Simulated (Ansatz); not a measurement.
## Si$_{3}$H$_{8}$: geometry relaxation (part 2 of 2)

Continued. System: Si$_{3}$H$_{8}$. Method: RKS r2SCANh/def2-SVP (Ansatz 0.2.0). It belongs to a series of runs on one base structure; here: end point B relaxed.

Geometry of the input (Å):
```
Si -1.0434  -0.3858  0.2828
H  1.1993  -0.0320  1.6470
Si 2.3343  0.0192  0.7042
H  2.7020  -1.3655  0.3075
H  1.9974  0.8356  -0.4896
H  3.4544  0.6592  1.4453
Si -1.0830  1.7652  -0.7730
H  -2.4853  1.8173  -1.3210
H  -0.9779  2.8786  0.2163
H  -0.1427  2.0614  -1.9007
H  -0.1023  -1.0046  -0.7647
```

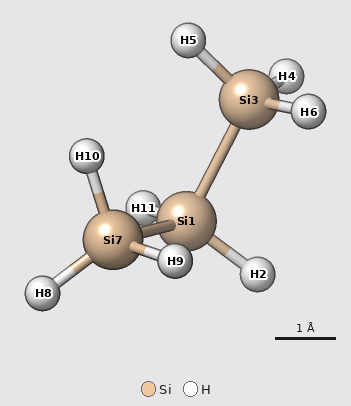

**Figure 1.** The geometry at step 14 of the log (ball-and-stick view, seen at a tilt; atoms are numbered from 1 in the order of the input).

### Trajectory as extended XYZ, continued
```
11
Properties=species:S:1:pos:R:3:forces:R:3 step=7 energy=-23750.97094
Si   -0.6045   -0.3191    0.5545   -0.1184  -0.1484  -0.1918
H     0.7202    0.0071    1.3859   -0.0859  -0.1227   0.2362
Si    2.0333    0.0694    0.3919    0.1400   0.1018  -0.3788
H     2.5223   -1.3155    0.1913    0.0419  -0.0020   0.0685
H     2.1377    0.9128   -0.8275    0.0864  -0.0446   0.0110
H     2.8071    0.7205    1.4839    0.0322   0.0481   0.0594
Si   -0.8739    1.7110   -0.6334   -0.1107   0.1947   0.0147
H    -2.2617    1.6444   -1.1926    0.0200   0.0177   0.0008
H    -0.8397    2.8729    0.3091    0.0114   0.0126  -0.0104
H     0.0520    2.0139   -1.7697    0.0093  -0.0342   0.0115
H     0.1602   -1.0688   -0.5392   -0.0262  -0.0229   0.1790
11
Properties=species:S:1:pos:R:3:forces:R:3 step=8 energy=-23751.02171
Si   -0.5615   -0.3126    0.5342   -0.0687  -0.0785  -0.1381
H     0.6624   -0.0425    1.4665   -0.1669  -0.1800   0.1771
Si    1.9705    0.0683    0.3224    0.2822   0.2358  -0.2295
H     2.5325   -1.3026    0.1977    0.0201   0.0323   0.0820
H     2.2017    0.8795   -0.9113    0.0189  -0.1077   0.0254
H     2.6790    0.7677    1.4404    0.0052   0.0217  -0.0492
Si   -0.8642    1.7322   -0.6217   -0.0102   0.1237   0.0512
H    -2.2494    1.6662   -1.1806    0.0056   0.0161   0.0026
H    -0.8225    2.8795    0.3383    0.0080  -0.0315  -0.0028
H     0.0688    2.0336   -1.7491    0.0025  -0.0184  -0.0170
H     0.2355   -1.1207   -0.4828   -0.0967  -0.0135   0.0982
11
Properties=species:S:1:pos:R:3:forces:R:3 step=9 energy=-23751.11970
Si   -0.5169   -0.3048    0.4974    0.2266   0.0293  -0.0432
H     0.5624   -0.1638    1.5791   -0.3888  -0.1903   0.0754
Si    1.9218    0.0981    0.2374    0.4883   0.1610  -0.1061
H     2.5718   -1.2501    0.2386   -0.0764   0.1001   0.0548
H     2.2934    0.8233   -1.0214   -0.0691  -0.1161  -0.0073
H     2.5356    0.8647    1.3618    0.0348   0.1267  -0.0226
Si   -0.8476    1.7615   -0.6024    0.0777  -0.0558  -0.0028
H    -2.2288    1.7069   -1.1633   -0.0229   0.0296  -0.0055
H    -0.7872    2.8759    0.3847    0.0179   0.0057   0.0646
H     0.0995    2.0506   -1.7217   -0.0475  -0.0063   0.0121
H     0.2490   -1.2138   -0.4361   -0.2405  -0.0841  -0.0194
11
Properties=species:S:1:pos:R:3:forces:R:3 step=10 energy=-23751.21294
Si   -0.4578   -0.2944    0.4582    0.5717  -0.1540   0.0691
H     0.4546   -0.2824    1.6911   -0.7158  -0.1303  -0.1652
Si    1.8809    0.1293    0.1623    1.3068   0.3964  -0.0464
H     2.5918   -1.1978    0.2757   -0.1545   0.2375   0.0405
H     2.3658    0.7747   -1.1323   -0.2788  -0.2462   0.3188
H     2.4134    0.9773    1.2946   -0.0131  -0.0051  -0.2991
Si   -0.8252    1.7830   -0.5861   -0.1066  -0.0789   0.1023
H    -2.2069    1.7417   -1.1440   -0.0244   0.0773  -0.0131
H    -0.7435    2.8727    0.4338    0.0245  -0.1099   0.0052
H     0.1276    2.0648   -1.6947   -0.0132   0.0011  -0.0303
H     0.2522   -1.3204   -0.4045   -0.5966   0.0121   0.0181
11
Properties=species:S:1:pos:R:3:forces:R:3 step=11 energy=-23751.53176
Si   -0.3951   -0.2855    0.4167    1.2387  -0.1858  -0.0234
H     0.3134   -0.3989    1.7571   -0.7793  -0.0190  -0.0977
Si    1.9387    0.1765    0.1370    0.4460   0.2295   0.0158
H     2.6290   -1.1275    0.3194    0.1157  -0.0821   0.0903
H     2.3806    0.7328   -1.1789   -0.0412  -0.0025  -0.0227
H     2.3985    1.0952    1.2217    0.1051   0.1009  -0.0732
Si   -0.8097    1.7898   -0.5801   -0.4062  -0.1155   0.1917
H    -2.1946    1.7850   -1.1347   -0.0016   0.1227  -0.0173
H    -0.7021    2.8420    0.4785    0.0295  -0.1231  -0.0405
H     0.1478    2.0750   -1.6785    0.0271  -0.0055  -0.0610
H     0.1463   -1.4356   -0.4042   -0.7338   0.0804   0.0379
11
Properties=species:S:1:pos:R:3:forces:R:3 step=12 energy=-23751.88616
Si   -0.2993   -0.2635    0.3740    1.7465  -0.7106   0.2879
H     0.1584   -0.4884    1.8336   -0.9386   0.1525  -0.5965
Si    2.0059    0.2175    0.1165   -0.0657   0.0269   0.1356
H     2.6695   -1.0782    0.3465    0.3513  -0.2427   0.1437
H     2.4031    0.7090   -1.2184    0.1261   0.1464  -0.2582
H     2.4031    1.1890    1.1676    0.2169   0.1612   0.0239
Si   -0.8066    1.7924   -0.5769   -0.6936  -0.0602   0.2224
H    -2.1945    1.8237   -1.1256    0.0100   0.1465  -0.0084
H    -0.6711    2.8095    0.5146    0.0296  -0.1064  -0.0931
H     0.1551    2.0783   -1.6688    0.0491  -0.0058  -0.0750
H     0.0293   -1.5407   -0.4092   -0.8316   0.4922   0.2176
11
Properties=species:S:1:pos:R:3:forces:R:3 step=13 energy=-23752.26447
Si   -0.1803   -0.2382    0.3347    1.3716  -1.4097   0.7136
H    -0.0241   -0.5501    1.8747   -0.7264   0.3879  -1.1426
Si    2.1054    0.2411    0.1093   -0.4259  -0.1386   0.1856
H     2.7487   -1.0524    0.3740    0.4905  -0.2691   0.1622
H     2.4448    0.6926   -1.2473    0.2213   0.1901  -0.3481
H     2.4505    1.2591    1.1287    0.2764   0.1655   0.0637
Si   -0.8329    1.7889   -0.5714   -0.6231   0.0068   0.1576
H    -2.2187    1.8650   -1.1177   -0.0100   0.0759   0.0264
H    -0.6634    2.7797    0.5386    0.0123  -0.0382  -0.1111
H     0.1384    2.0727   -1.6599    0.0063   0.0299  -0.0550
H    -0.1155   -1.6098   -0.4097   -0.5929   0.9996   0.3477
11
Properties=species:S:1:pos:R:3:forces:R:3 step=14 energy=-23752.71460
Si   -0.0488   -0.2198    0.3041    0.2135  -0.4859   0.2007
H    -0.1907   -0.4908    1.7812   -0.3529   0.0832  -0.2506
Si    2.2403    0.1972    0.1441   -0.3939   0.0653  -0.0629
H     2.8910   -1.0909    0.4560    0.3564  -0.1408   0.0915
H     2.5581    0.6369   -1.2336    0.2111   0.0438  -0.1607
H     2.5924    1.2612    1.1172    0.1955   0.0619   0.0754
Si   -0.9443    1.7570   -0.5539    0.2349   0.1055   0.0237
H    -2.3256    1.9072   -1.0918   -0.0502  -0.1740   0.1206
H    -0.7008    2.7500    0.5374   -0.0846   0.0541  -0.0609
H     0.0250    2.0512   -1.6540   -0.1133   0.1037  -0.0580
H    -0.2437   -1.5107   -0.4527   -0.2166   0.2833   0.0814
11
Properties=species:S:1:pos:R:3:forces:R:3 step=15 energy=-23752.84020
Si   -0.0049   -0.1926    0.2847    0.1838  -0.0385  -0.0494
H    -0.2606   -0.4638    1.7403   -0.1719   0.0708  -0.1517
Si    2.3265    0.1438    0.1527   -0.5461   0.0371  -0.0262
H     2.9498   -1.1456    0.5214    0.2815  -0.1283   0.0782
H     2.7374    0.5512   -1.2151    0.0806   0.0030  -0.1002
H     2.6810    1.2175    1.1144    0.1690   0.0645   0.0948
Si   -0.9803    1.7994   -0.5494    0.2193  -0.1811   0.0411
H    -2.4044    1.7677   -1.0131    0.1179  -0.0567   0.1334
H    -0.7829    2.8358    0.5099   -0.1140  -0.0051  -0.0274
H    -0.1047    2.1818   -1.7004   -0.1018   0.0215  -0.0372
H    -0.3041   -1.4466   -0.4913   -0.1182   0.2127   0.0448
11
Properties=species:S:1:pos:R:3:forces:R:3 step=16 energy=-23752.91977
Si    0.0245   -0.1823    0.2530   -0.0558  -0.0651   0.0661
H    -0.4077   -0.4508    1.6588   -0.0101   0.0159  -0.0030
Si    2.3390    0.1227    0.1915    0.1832  -0.0539   0.0139
H     3.0522   -1.1224    0.5934    0.0307  -0.0488   0.0083
H     2.7785    0.4967   -1.1851   -0.0328  -0.0024  -0.0181
H     2.7505    1.2119    1.1239   -0.0464   0.0402   0.0149
Si   -0.9377    1.7916   -0.5429   -0.0992   0.1133  -0.0720
H    -2.3955    1.6753   -0.8361   -0.0127  -0.0482   0.0063
H    -0.7541    2.8681    0.4731    0.0395   0.0169   0.0207
H    -0.2332    2.1991   -1.7955   -0.0096  -0.0005   0.0015
H    -0.3637   -1.3613   -0.5801    0.0132   0.0326  -0.0386
11
Properties=species:S:1:pos:R:3:forces:R:3 step=17 energy=-23752.93011
Si    0.0396   -0.1668    0.2357    0.0039  -0.0120   0.0068
H    -0.4297   -0.4635    1.6239   -0.0060  -0.0060  -0.0038
Si    2.3709    0.0998    0.2171   -0.0196   0.0274  -0.0072
H     3.0791   -1.1406    0.6461   -0.0060  -0.0169   0.0113
H     2.8101    0.4513   -1.1650    0.0115  -0.0038  -0.0148
H     2.7540    1.2156    1.1307    0.0059   0.0067   0.0123
Si   -0.9589    1.8087   -0.5431    0.0314   0.0013  -0.0030
H    -2.4282    1.6608   -0.7518   -0.0123  -0.0223   0.0127
H    -0.7200    2.9019    0.4434    0.0032   0.0167   0.0115
H    -0.3272    2.1965   -1.8383   -0.0058   0.0062  -0.0209
H    -0.3367   -1.3150   -0.6448   -0.0063   0.0027  -0.0049
11
Properties=species:S:1:pos:R:3:forces:R:3 step=18 energy=-23752.93215
Si    0.0459   -0.1631    0.2206    0.0086   0.0129  -0.0057
H    -0.4352   -0.4768    1.6007   -0.0024  -0.0019   0.0033
Si    2.3767    0.1014    0.2250   -0.0029  -0.0071   0.0033
H     3.0645   -1.1429    0.6781    0.0037  -0.0001   0.0032
H     2.8402    0.4328   -1.1548    0.0026  -0.0007  -0.0004
H     2.7563    1.2216    1.1357   -0.0009   0.0008   0.0007
Si   -0.9599    1.8140   -0.5425   -0.0051  -0.0055   0.0020
H    -2.4355    1.6512   -0.6938   -0.0044   0.0027   0.0041
H    -0.6930    2.9176    0.4265    0.0037   0.0021  -0.0013
H    -0.3798    2.1921   -1.8651   -0.0031  -0.0008  -0.0029
H    -0.3273   -1.2994   -0.6763    0.0002  -0.0025  -0.0062
11
Properties=species:S:1:pos:R:3:forces:R:3 step=19 energy=-23752.93277
Si    0.0533   -0.1576    0.2028    0.0008   0.0036  -0.0109
H    -0.4434   -0.4916    1.5729    0.0044  -0.0016   0.0038
Si    2.3849    0.0977    0.2362    0.0170  -0.0029   0.0037
H     3.0612   -1.1449    0.7150   -0.0128   0.0147  -0.0060
H     2.8730    0.4103   -1.1405   -0.0066  -0.0010   0.0147
H     2.7570    1.2260    1.1410   -0.0027  -0.0054  -0.0068
Si   -0.9677    1.8193   -0.5414   -0.0200   0.0197  -0.0225
H    -2.4508    1.6541   -0.6285    0.0424   0.0119   0.0025
H    -0.6610    2.9350    0.4045   -0.0037  -0.0241  -0.0226
H    -0.4428    2.1819   -1.8941   -0.0173  -0.0115   0.0445
H    -0.3106   -1.2815   -0.7139   -0.0015  -0.0033  -0.0004
11
Properties=species:S:1:pos:R:3:forces:R:3 step=20 energy=-23752.93291
Si    0.0531   -0.1601    0.2010   -0.0066   0.0103   0.0019
H    -0.4393   -0.4925    1.5732   -0.0018  -0.0027   0.0010
Si    2.3844    0.0997    0.2374    0.0024  -0.0081  -0.0116
H     3.0595   -1.1435    0.7145   -0.0042   0.0109  -0.0026
H     2.8703    0.4137   -1.1394    0.0025  -0.0004   0.0093
H     2.7562    1.2279    1.1420   -0.0065  -0.0051  -0.0026
Si   -0.9677    1.8175   -0.5419   -0.0079   0.0162  -0.0127
H    -2.4507    1.6592   -0.6296    0.0275   0.0045   0.0037
H    -0.6568    2.9315    0.4036   -0.0028  -0.0153  -0.0136
H    -0.4418    2.1797   -1.8930   -0.0111  -0.0081   0.0253
H    -0.3144   -1.2844   -0.7139    0.0085  -0.0021   0.0021
```

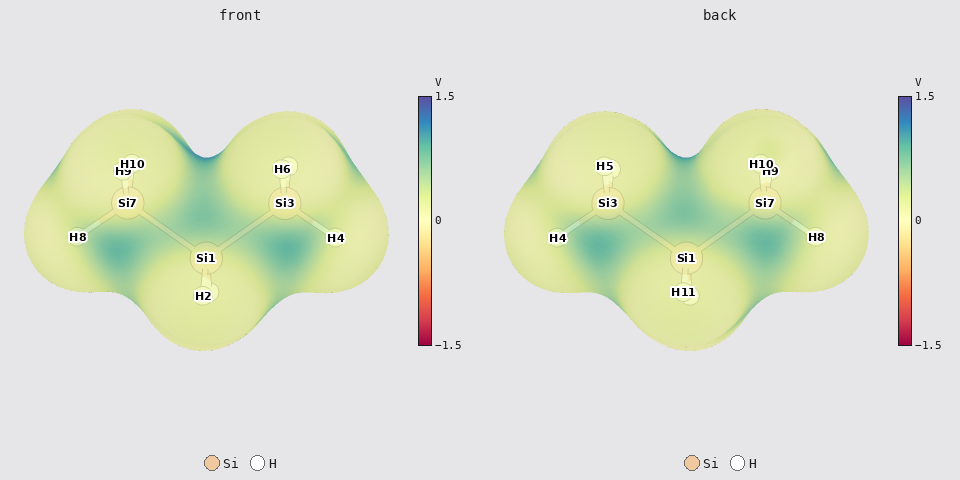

**Figure 2.** The electrostatic potential painted on the density surface at 0.002 e/bohr³, seen face on and from behind; red is negative and blue positive.

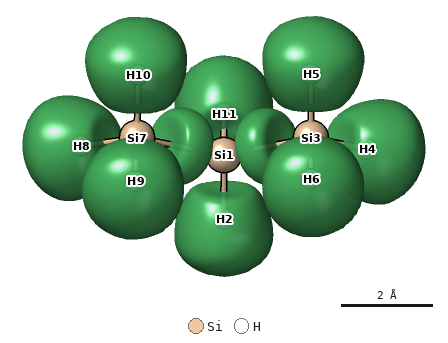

**Figure 3.** Isosurface of the ELF at 0.75 (green), seen from the side. Core shells and regions of very low density are left out. Along the contacts the grid gives the following. Si–Si (2.35 Å): the ELF peaks at about 1 between the atoms, which marks localised, shared-pair bonding. Si–H (1.49 Å): the ELF climbs to about 1 towards the hydrogen, as it does in any bond to H.

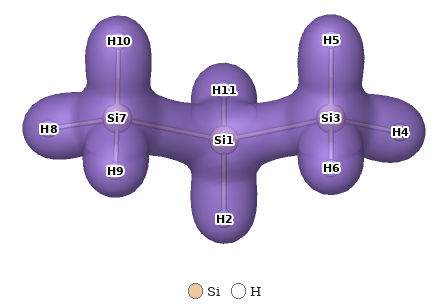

**Figure 4.** Isosurface of the electron density at 0.4 e/Å³ (purple), seen from the side. At this value the surface is in one piece. On the grid the lowest density along these lines, outside the cores, is 0.61 e/Å³ (Si–Si, 2.35 Å) and 0.74 e/Å³ (Si–H, 1.49 Å).

### Key numbers

- outcome: converged
- total energy: −23752.9329 eV
- mean-field energy: −23752.9329 eV
- largest force (length of the vector) at the end: 0.029 eV/Å
- wall time: 37 s (CPU time 2.3 min)
- peak memory: 0.22 GiB
